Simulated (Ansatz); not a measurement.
## A failed many-body run on GaCuSe2 (I-42d)

What is wrong with this input for GaCuSe2 (I-42d)?

Calculated with Ansatz 0.2.0; G0W0 on PBE, plane waves, PAW; PAW set soft_1.

In doubt: one-shot GW on d or f shells is unsure, so the values of those runs are not to be relied on.

## Step 1: Set-up

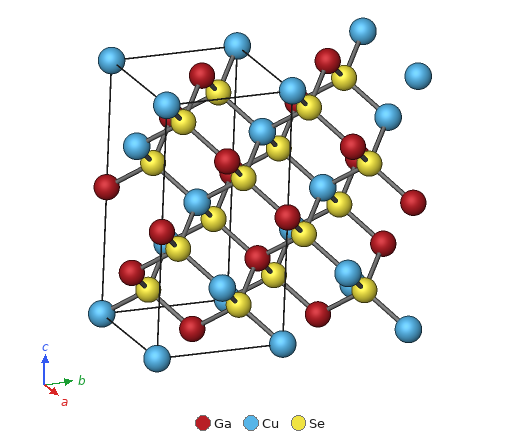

The starting structure, seen slightly off an axis (gallium red, copper blue, selenium yellow). 1×2×1 cells are drawn. This picture shows the conventional cell, with its axes. Bonds to atoms that aren't drawn are left out. Some periodic images of atoms are drawn too.

The cell and positions come from the Crystallography Open Database and are kept as given unless a step says otherwise. The default PAW set here is soft_1. Its files were made with PBE.

## Step 2: First try

Input file input.yaml:

```yaml
crystal:
  lattice:
    - [-2.80955, 2.80955, 5.513]
    - [2.80955, -2.80955, 5.513]
    - [2.80955, 2.80955, -5.513]
  atoms:
    - { symbol: Ga, position: [0.5, 0.5, 0.0] }
    - { symbol: Ga, position: [0.25, 0.75, 0.5] }
    - { symbol: Cu, position: [0.0, 0.0, 0.0] }
    - { symbol: Cu, position: [0.75, 0.25, 0.5] }
    - { symbol: Se, position: [0.375, 0.37562, 0.50062] }
    - { symbol: Se, position: [0.62438, 0.125, 0.99938] }
    - { symbol: Se, position: [0.875, 0.87438, 0.49938] }
    - { symbol: Se, position: [0.12562, 0.625, 0.00062] }
kpoints:
  mp_grid: { grid: [4, 4, 4] }
hamiltonian:
  xc: pbe
  pseudopotentials: { kind: paw_fr, azcp: { folder: soft_1 } }
scf:
  occupations: { method: fixed }
magnetization:
  noncollinear: true
  spin_orbit: true
gw:
  n_empty_bands: 183
  ecut_chi: 60
  qp_bands: [v2, c2]
  qp_kpoints: band_edges
  screening: { model: contour_deformation }
```

Launch:

```sh
$ ansatz run input.yaml --threads 3 --pin off --max-ram 92160MiB --backend cpu --events-out ev --progress --plain --runs-dir out
```

Numbers of over 12 decimals in the logs are rounded to 6 here.

What it wrote:

```text
Error: gw: with magnetization.noncollinear: true — the χ₀/Σ pipeline is wired for the unpolarised channel only — spinor oscillator elements and the per-channel sum are not implemented; use an unpolarised deck
```

Wall time 0.04 s (3 threads of AMD EPYC 7R13 (Zen 3), shared host); peak memory 0.04 GiB.

Q: What is the fault?

The program refused the input before any cycle.

The program's message: “Error: gw: with magnetization.noncollinear: true — the χ₀/Σ pipeline is wired for the unpolarised channel only — spinor oscillator elements and the per-channel sum are not implemented; use an unpolari …”

The fault: spin-orbit coupling. The physics allows it, but this program's G0W0 has no spinor form; spin-orbit coupling is taken from a separate density-functional step.

## Step 3: A better input

Now the one-shot GW correction: screening in the RPA, then the self-energy of the levels asked for. This step takes PAW set soft_1 files.

Edit input.yaml of step 2 so:

```diff
@@ -18,11 +18,8 @@
   xc: pbe
-  pseudopotentials: { kind: paw_fr, azcp: { folder: soft_1 } }
+  pseudopotentials: { kind: paw, azcp: { folder: soft_1 } }
 scf:
   occupations: { method: fixed }
-magnetization:
-  noncollinear: true
-  spin_orbit: true
 gw:
-  n_empty_bands: 183
-  ecut_chi: 60
+  n_empty_bands: 156
+  ecut_chi: 54
   qp_bands: [v2, c2]
```

Launch:

```sh
$ ansatz run input.yaml --threads 3 --pin off --max-ram 92160MiB --backend cuda --events-out ev --progress --plain --runs-dir out --devices 1 --max-vram 13GiB
```

What it wrote:

```text
GPUs: using 1 of 1 available (devices: 1).
[...]
device memory: the entry about to start is reckoned to put 4.3 GiB on a device that reports 35.7 GiB free (of which the cap on the GPU budget leaves the run 13.0 GiB)
GPU FFT provider: cuFFT
GPU libraries: cuBLAS 13.8.2, cuFFT 12.4.0, cuSOLVER 12.3.4
Crystal: 8 atoms, lattice volume = 174.069 Å³
Basis set: ecut = 420 eV, 3451 PW (Γ)
Bands: 77, of which v1, the nominal top of the filled ones, is band 64 counted from 1 (63 counted from 0)
Symmetry: 8 space group operations
[...]
k-points: 13 of 64 (time reversal used)
[...]
GPU buffer pool allocated for 110592 grid points (all kernels)
GPU transforms: local potential and band sums: pruned to the plane-wave sphere, on 45×45×45
[...]
SCF iter   1: F=—  HF=-42697.620019 eV  |F-HF|=—  |Δ(HF+E_count)|=         —  Δρ=5.71e-2  dr2=4.13e0  ethr=3.10e-3  ⟨swp⟩=4.5  Hψ=2816  notcnv=0  defer=131
[...]
3    65     10.1435   -13.1870    -2.9775   -16.6471  0.7150    10.6860    10.6260  root ?
[...]
6    65      9.8894   -11.2671    -3.3290   -15.0761  0.7217    10.4287    10.3694  root ?
[...]
9    63      7.4935   -35.7193     6.2715   -29.0052  0.6322     7.0066     7.0509  root ?
[...]
11    63      7.6544   -34.6201     5.8886   -28.3067  0.6403     7.1907     7.2296  root
    11    64      7.6544   -34.6201     5.8886   -28.3067  0.6403     7.1907     7.2296  root
    11    65     10.4594   -12.3225    -3.2995   -16.1021  0.7141    10.9990    10.9395  root ?
    11    66     10.4594   -12.3225    -3.2995   -16.1021  0.7141    10.9990    10.9395  root ?
    12    63      7.6311   -35.1890     6.1166   -28.6278  0.6388     7.1417     7.1865  root ?
    12    64      7.6311   -35.1890     6.1166   -28.6278  0.6388     7.1417     7.1865  root ?
    12    65     10.4165   -13.6609    -2.9229   -16.9469  0.7124    10.8041    10.7795  root
    12    66     10.4165   -13.6609    -2.9229   -16.9469  0.7124    10.8041    10.7795  root
[key lines of the parts left out:]
SCF converged after 11 iterations
Free energy (F): -42696.497043 eV
Fermi energy:    8.540614 eV
```

Run time: 36 s. Hardware: 1 × NVIDIA H100 80GB HBM3 (shared by 6 runs) with 3 threads; peak memory 1.4 GiB; 53 s of CPU time.

This step gave:

* bands summed: 220
* RPA ε∞ on this mesh (eigenvalues): 45.90, 45.90, 137.4
* plane waves in the screening matrix: 147
* q-points in the mesh: 64
* G0W0 gap on the mesh: 1.066 eV
* k of the valence top: 0, 0, 0
* k of the conduction bottom: 0, 0, 0
* starting gap on the mesh: 0.2316 eV
* Z at the valence top: 0.6715
* Z at the conduction bottom: 0.7289
* least direct G0W0 gap on the computed points: 1.066 eV

The gap on the mesh goes from 0.23 eV to 1.07 eV, a correction of +0.83 eV. The program marks an edge row as in doubt. Between the two edge states, bare exchange in place of the xc potential would open the gap by 8.64 eV, and correlation takes back 7.80 eV.

## Step 4: Summary of results

- first try: refused after 0.04 s
- better run: G0W0 gap on the mesh 1.07 eV (4×4×4 mesh, 156 empty bands, screening to 54 eV, PAW set soft_1 files)

In words: The second run differs in: start, files, empty bands and screening cutoff (eV). Bands and cutoff are finite, so the gap is not at the basis limit. The miss can reach some tenths of an eV and take either sign; the mesh is an error of its own. The 4×4×4 mesh is coarse for this cell (its supercell is 27 Å along the shortest edge). The RPA ε∞ on it, from the PBE start, is 45.90 and 137.38; such meshes misread the long-range screening, most where the gap is narrow. The RPA ε∞ on this mesh reaches over 25; with a narrow direct gap a coarse mesh can overstate it, and the correction is then too small. The runs have no spin polarisation. For a closed low-spin shell that is the natural state; where a d or f shell is open it is a constraint, and the gap is then not the crystal's own. The many-body steps are scalar-relativistic: spin-orbit coupling is not in them. The program marks a band-edge row as in doubt, so the gap is less sure than its digits.

[Paths, hosts, dates, memory and timing lines, banners, echoed tables and standing remarks are left out of the program output.]

[Logs are printed without paths, hosts, clocks, repeated set-up lines and the standing remarks that a program may print on its own settings, such as how far it seeks lower states.]

[Runs of the session that timed out or met a known fault of the program may be left out.]

[Cells called generated may have been cut or substituted from an entry of the Crystallography Open Database or the Materials Project.]

[Hosts, paths, dates, database ids (printed as entryN), source tags and the programs' standing remarks are cut or masked in the printed files.]
